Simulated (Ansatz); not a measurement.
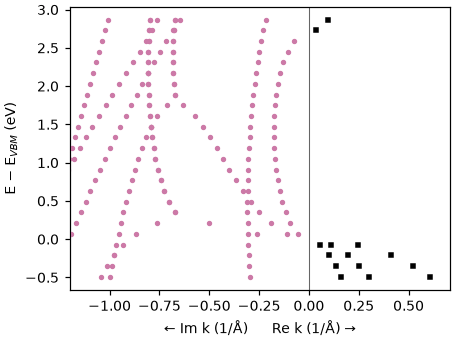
Fig. 1. Complex bands at the centre of the two-dimensional zone; Ansatz (an electronic-structure program) with r2SCAN

The gap is the functional's own. No spin-orbit coupling. Mid-gap values are those at the computed energy nearest the middle.

Problem. This is ZnS (F-43m, zinc blende, 2 atoms a cell, 19.5 Å³ an atom) along the normal of (110). Read off the slowest decay at the centre of the two-dimensional zone at 1.33 eV, the computed energy nearest the middle of the gap.

Solution. κ ≈ 0.18 1/Å, a decay length 1/(2κ) of the density of 2.8 Å.
